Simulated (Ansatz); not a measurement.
Consider Ir₂Rh.

```cif
data_structure
_symmetry_space_group_name_H-M 'P 1'
_symmetry_Int_Tables_number 1
_cell_length_a 2.7398
_cell_length_b 2.7398
_cell_length_c 13.2879
_cell_angle_alpha 90.000
_cell_angle_beta 90.000
_cell_angle_gamma 120.000
_cell_volume 86.38
loop_
_atom_site_label
_atom_site_type_symbol
_atom_site_fract_x
_atom_site_fract_y
_atom_site_fract_z
_atom_site_occupancy
Ir1 Ir 0.33333 0.66667 0.08291 1
Ir2 Ir 0.33333 0.66667 0.41709 1
Ir3 Ir 0.66667 0.33333 0.58291 1
Ir4 Ir 0.66667 0.33333 0.91709 1
Rh1 Rh 0.33333 0.66667 0.75000 1
Rh2 Rh 0.66667 0.33333 0.25000 1
```

Space group P6₃/mmc; a structure generated by program, which may or may not match a known phase.

Theory: DFT PBE, spin-orbit coupling, plane waves, PAW in Ansatz.

What can the converged valence pseudo-density and electron localisation function tell about the bonding?

Ir–Ir (2.74 Å): ρ at the midpoint is about 0.43 e/Å³; the ELF is about 0.35 at the midpoint.
Rh–Rh (2.74 Å): ρ is about 0.34 e/Å³ halfway; the ELF is about 0.25 at the midpoint: no localised pair shows between them.

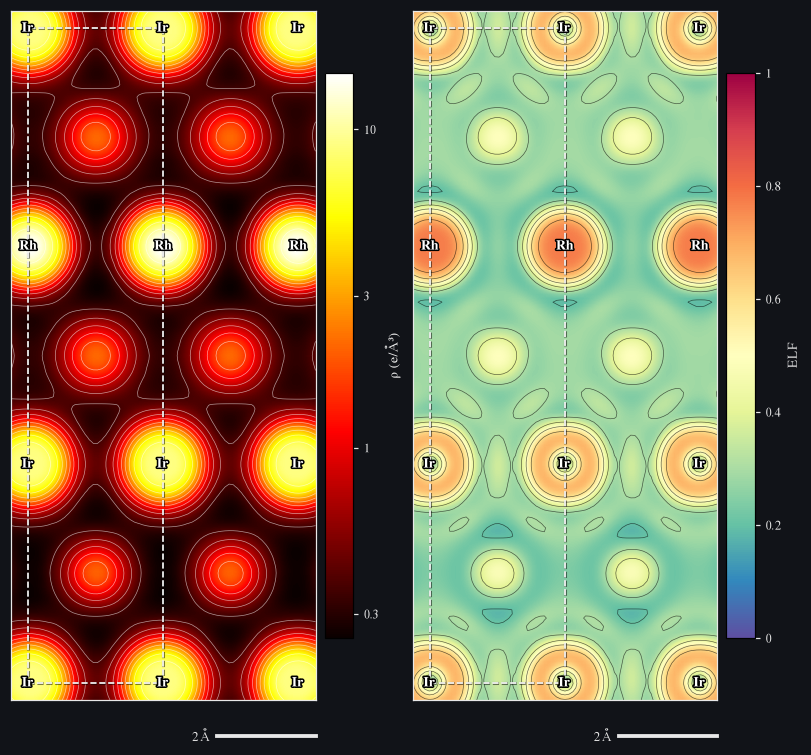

Computed valence pseudo-density and electron localisation function on the (010) plane of the conventional cell, in this order. Atoms just off the plane (Ir, 0.8 Å away and Rh, 0.8 Å away) can leave unmarked features too.

The density is the valence pseudo-density of a PAW calculation; it isn't the true density close to the nuclei.
